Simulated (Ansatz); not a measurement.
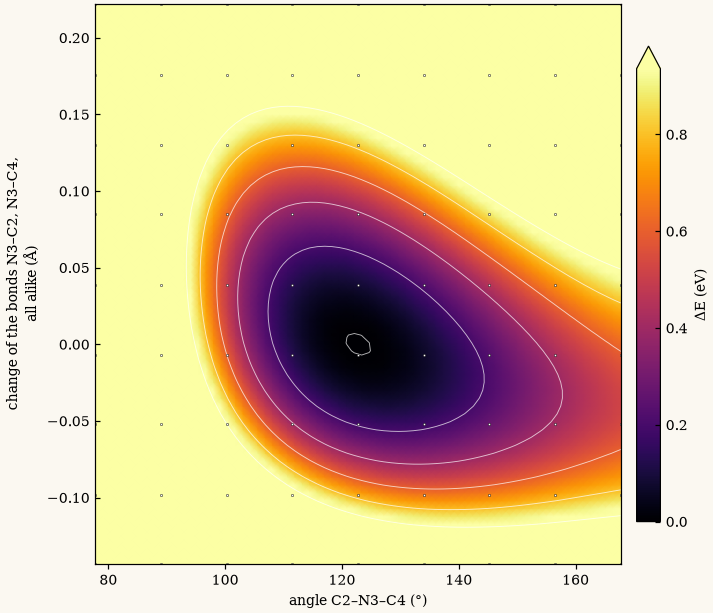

C3H5NSn, SMILES C#CN=[CH][SnH3]. 
- Coordinates scanned: (1) angle C2–N3–C4; (2) change of the bonds N3–C2, N3–C4, all alike.
- Nothing is relaxed (all other coordinates rigid).
- The grid has 9 × 9 points.
- Points are written as (first, second).
- Energies: eV, counted from the lowest grid point.
- All numbers below come from RKS PBE0-D4/def2-SVP in Ansatz.

In the figure: a smooth colour map with a few white contour lines, dots at the grid points, one colour for all values above the top of the scale. Between grid points the surface is interpolated.

Estimate the position of the minimum and the force constants in these coordinates.

The interpolated minimum is at angle C2–N3–C4 ≈ 122.6°, the second coordinate ≈ 0.000 Å. The curvatures there are about 4.8 eV/rad² and 128 eV/Å², with a cross term of about 8.8 eV/(rad·Å). Round the minimum the valley is somewhat tilted: raising angle C2–N3–C4 shifts the best value of the second coordinate downwards (coupling k₁₂/√(k₁₁k₂₂) about 0.4).
